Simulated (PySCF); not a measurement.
**PBE0/STO-3G run of GaBrF2 (SMILES [F][Ga]([F])[Br])**

Aim: the vertical ionisation energy of GaBrF2 at PBE0/STO-3G, from 2 runs. The job is set up through a Python script.

The calculation is run with PySCF 2.14.0.

## Step 1: The molecule

The species is GaBrF2 (4 atoms), meant as a singlet with charge 0. SMILES: `[F][Ga]([F])[Br]`. Geometry: relaxed at PBE0-D4/def2-TZVP.

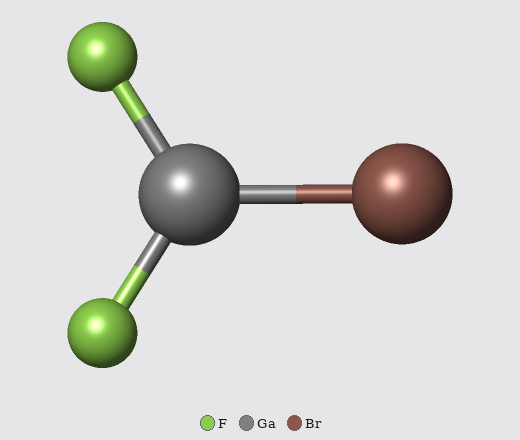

Viewed from a chosen angle; fluorine green, gallium grey, bromine brown.

## Step 2: The energy at PBE0/STO-3G

The input, calc.py:

```python
from pyscf import gto, dft

system = gto.M(
    atom='''
F     -0.791100    -0.453200     1.527800
Ga     0.056900    -0.066300     0.069400
F      1.694200    -0.619800    -0.023200
Br    -0.904500     1.079000    -1.594200
''',
    max_memory=1860,
    spin=0,
    basis='sto-3g',
    verbose=4,
)

mf = dft.RKS(system)
mf.xc = 'pbe0'
mf.conv_tol = 1e-10
mf.grids.level = 4
mf.kernel()
if not mf.converged:
    mf = mf.newton().run(mf.mo_coeff, mf.mo_occ)

energy = mf.e_tot
print(f'total energy: {energy:.8f} hartree')
```

On the command line:

```sh
$ OMP_NUM_THREADS=1 python calc.py
```

Output:

```text
PySCF version 2.14.0

[INPUT] num. atoms = 4
[INPUT] num. electrons = 84
[INPUT] charge = 0
[INPUT] spin (= nelec alpha-beta = 2S) = 0
[INPUT] symmetry False subgroup None
[INPUT] Mole.unit = angstrom
[INPUT] Symbol           X                Y                Z      unit          X                Y                Z       unit  Magmom
[INPUT]  1 F     -0.791100000000  -0.453200000000   1.527800000000 AA   -1.494962337143  -0.856423879653   2.887123573111 Bohr   0.0
[INPUT]  2 Ga     0.056900000000  -0.066300000000   0.069400000000 AA    0.107525416488  -0.125288842059   0.131146993045 Bohr   0.0
[INPUT]  3 F      1.694200000000  -0.619800000000  -0.023200000000 AA    3.201574000238  -1.171252252005  -0.043841646090 Bohr   0.0
[INPUT]  4 Br    -0.904500000000   1.079000000000  -1.594200000000 AA   -1.709257279669   2.039014488406  -3.012601387782 Bohr   0.0

[... 63 lines left out ...]
converged SCF energy = -4644.50959571629
total energy: -4644.50959572 hartree
```

Wall time 5.7 s (1 thread of Arm Neoverse V2, shared host); peak memory 0.29 GiB.

## Step 3: The doublet cation at the same level

The input, run.py:

```python
from pyscf import gto, dft

system = gto.M(
    atom=[
    ('F', (-0.791100, -0.453200, 1.527800)),
    ('Ga', (0.056900, -0.066300, 0.069400)),
    ('F', (1.694200, -0.619800, -0.023200)),
    ('Br', (-0.904500, 1.079000, -1.594200)),
],
    verbose=4,
    max_memory=1860,
    charge=1,
    basis='sto-3g',
    spin=1,
)

calc0 = dft.UKS(system)
calc0.xc = 'pbe0'
calc0.conv_tol = 1e-10
calc0.grids.level = 4
calc0.kernel()
if not calc0.converged:
    calc0 = calc0.newton().run(calc0.mo_coeff, calc0.mo_occ)

e_tot = calc0.e_tot
print(f'total energy: {e_tot:.8f} hartree')
```

On the command line:

```sh
$ OMP_NUM_THREADS=1 python run.py
```

Output:

```text
PySCF version 2.14.0

[INPUT] num. atoms = 4
[INPUT] num. electrons = 83
[INPUT] charge = 1
[INPUT] spin (= nelec alpha-beta = 2S) = 1
[INPUT] symmetry False subgroup None
[INPUT] Mole.unit = angstrom
[INPUT] Symbol           X                Y                Z      unit          X                Y                Z       unit  Magmom
[INPUT]  1 F     -0.791100000000  -0.453200000000   1.527800000000 AA   -1.494962337143  -0.856423879653   2.887123573111 Bohr   0.0
[INPUT]  2 Ga     0.056900000000  -0.066300000000   0.069400000000 AA    0.107525416488  -0.125288842059   0.131146993045 Bohr   0.0
[INPUT]  3 F      1.694200000000  -0.619800000000  -0.023200000000 AA    3.201574000238  -1.171252252005  -0.043841646090 Bohr   0.0
[INPUT]  4 Br    -0.904500000000   1.079000000000  -1.594200000000 AA   -1.709257279669   2.039014488406  -3.012601387782 Bohr   0.0

[... 40 lines left out ...]
WARN: HOMO -0.711208718576695 >= LUMO -0.711208718576702
[... 78 lines left out ...]
converged SCF energy = -4644.279610011  <S^2> = 0.75256952  2S+1 = 2.0025679
total energy: -4644.27961001 hartree
```

Run time: 14 s. Hardware: 1 thread of Arm Neoverse V2, shared host; peak memory 0.3 GiB.

## Step 4: Results

Level: PBE0/STO-3G.

```
                                          quantity           value
                      singlet GaBrF2: total energy  -4644.50960 Eh
                     singlet GaBrF2: dipole moment          0.83 D
                       singlet GaBrF2: HOMO energy        -2.75 eV
                       singlet GaBrF2: LUMO energy         1.26 eV
                     singlet GaBrF2: HOMO–LUMO gap         4.01 eV
                      doublet cation: total energy  -4644.27961 Eh
doublet cation: HOMO energy (highest over α and β)       -13.46 eV
 doublet cation: LUMO energy (lowest over α and β)       -10.40 eV
                              doublet cation: ⟨S²⟩           0.753
vertical ionisation energy (to the doublet cation)        6.258 eV
```

In words: The vertical ionisation energy comes to 6.26 eV (604 kJ/mol). −ε(HOMO) before ionisation, 2.75 eV, is 3.51 eV below this ionisation energy. In a minimal basis such a difference can be off by several eV, whatever the method. Mulliken charges (doublet cation) run from -0.05 on F3 to +0.84 on Ga2.
